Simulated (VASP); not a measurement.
Consider the following.

```yaml
crystal:
  lattice:
    - [0.00000, 3.62713, 3.62713]
    - [3.62713, 0.00000, 3.62713]
    - [3.62713, 3.62713, 0.00000]
  atoms:
    - { symbol: Rb, position: [0.00000, 0.00000, 0.00000] }
    - { symbol: Br, position: [0.50000, 0.50000, 0.50000] }
```

All values below come from RPBE GGA, VASP's PBE PAW potentials (set 64) (plane waves; VASP 6.6.1). Numerical set-up: 520 eV cut-off, 7×7×7 Γ-centred mesh, tetrahedra with Blöchl corrections, potentials Rb_sv Br.

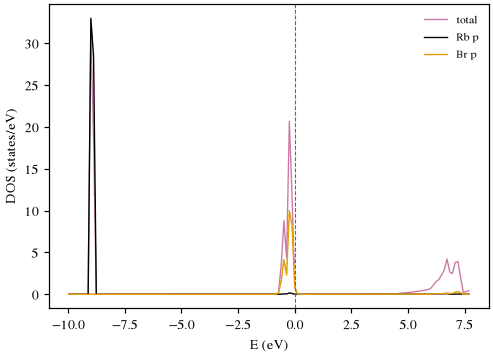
Figure. Total and projected density of states, zero at the valence-band maximum

Within 2 eV below the valence-band maximum the largest weight inside VASP's projection spheres is Br p.

The gap is direct, 4.26 eV, from the valence maximum at Γ to the conduction minimum at Γ.

The compound is RbBr in the rock salt structure. It was relaxed first, which changed the volume by +17 %.
